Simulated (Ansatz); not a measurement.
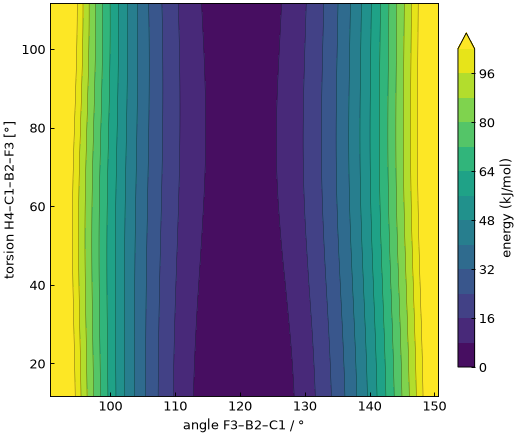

Energy landscape of CH₄BF, SMILES CBF. Two internal coordinates are moved rigidly from the geometry relaxed at PBE0-D4/def2-TZVP, all others fixed. The first coordinate is: angle F3–B2–C1; the second: torsion H4–C1–B2–F3. The grid has 7 × 6 points. Points are written as (first, second). Energies: kJ/mol, counted from the lowest grid point. Computed with RKS PBE0-D4/def2-TZVPP (Ansatz).

In the figure: filled contours, one colour for all values above the top of the scale. Between grid points the surface is interpolated. 

Question: What does the map say about the system?

Answer: The lowest grid point is at (120.6°, 11.6°). It lies at the edge of the scanned range, so the true minimum may lie outside. The energy also falls towards the edge at (120.6°, 111.6°) (2.9 kJ/mol above the lowest), where a further well may lie outside the range. The highest grid point, (90.6°, 111.6°), lies 148 kJ/mol above the lowest.
